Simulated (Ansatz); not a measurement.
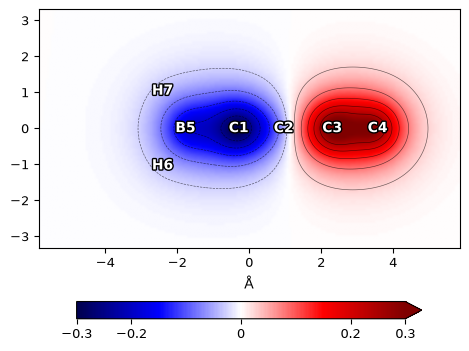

C₄H₂B (charge −1). The HOMO−1 on a plane 0.8 Å above the molecular plane (values in Å⁻³ᐟ²; the overall sign is arbitrary).

Geometry: PBE0-D3(BJ)/def2-SVPD.

These are results of isolated molecule in a Gaussian basis; Kohn-Sham density functional theory, functional PBE0 in Ansatz 0.2.0, not measurements.

Input file:

```
crystal:
  periodic: [false, false, false]
  atoms:
    - {symbol: C, position_ang: [-1.585034, -1.707716, 0.523606]}
    - {symbol: C, position_ang: [-2.614168, -1.169701, 0.060355]}
    - {symbol: C, position_ang: [-3.723264, -0.589879, -0.438826]}
    - {symbol: C, position_ang: [-4.762575, -0.046533, -0.906452]}
    - {symbol: B, position_ang: [-0.374838, -2.340188, 1.068587]}
    - {symbol: H, position_ang: [0.054716, -3.387015, 0.619108]}
    - {symbol: H, position_ang: [0.244636, -1.841554, 1.990549]}
basis:
  gaussian:
    orbitals: def2-TZVPD
total_charge: -1
hamiltonian:
  xc: pbe0
output:
  forces: true
  orbitals: {seedname: orbitals}
```

Command:

```sh
ansatz run input.yaml --threads 2 --pin off --max-ram 4350MiB --events-out events.jsonl --progress --plain --runs-dir runs
```

### Describe this orbital and give its energy.

By Hirshfeld shares it lies mainly on C3 (about 30 %), C4 (about 25 %), C1 (about 25 %), B5 (about 15 %) and C2 (about 5 %); it changes sign across the molecular plane (π type); π-bonding across C1–C2, C1–B5 and C3–C4. Its energy is −2.43 eV.
